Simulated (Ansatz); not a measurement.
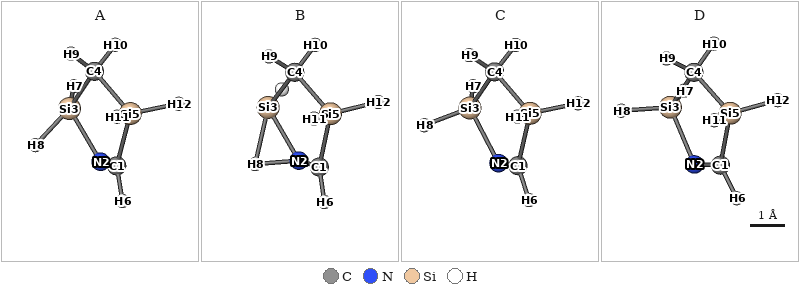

4 geometries from a converged minimum-energy path of C2H7NSi2, shuffled. The picture is a ball-and-stick view, seen from a free direction.

Method: RKS r2SCAN/STO-3G (Ansatz). Set-up: 9 movable images; climbing image; force threshold 0.05 eV/Å; iteration limit 49; starting path through a guess of the saddle point.

Which frame is the top of the path?

Answer. B. In order along the path, whose images run from 0 to 10: D (image 0, 0.0 kcal/mol), C (image 2, +5.1 kcal/mol), A (image 4, +32.9 kcal/mol), B (image 6, +80.9 kcal/mol). A hydrogen atom shifts from one atom to another. Breaking: Si3–H8 (1.45 → 1.71 at the top → 2.53 Å). Forming: N2–H8 (2.68 → 1.31 at the top → 1.06 Å).

Limits of the set-up: STO-3G is a minimal basis, so the numbers are rough.

The run took 4.1 min on 1 thread of Intel(R) Xeon(R) 6975P-C (Granite Rapids) (shared host), peak memory 0.22 GiB.
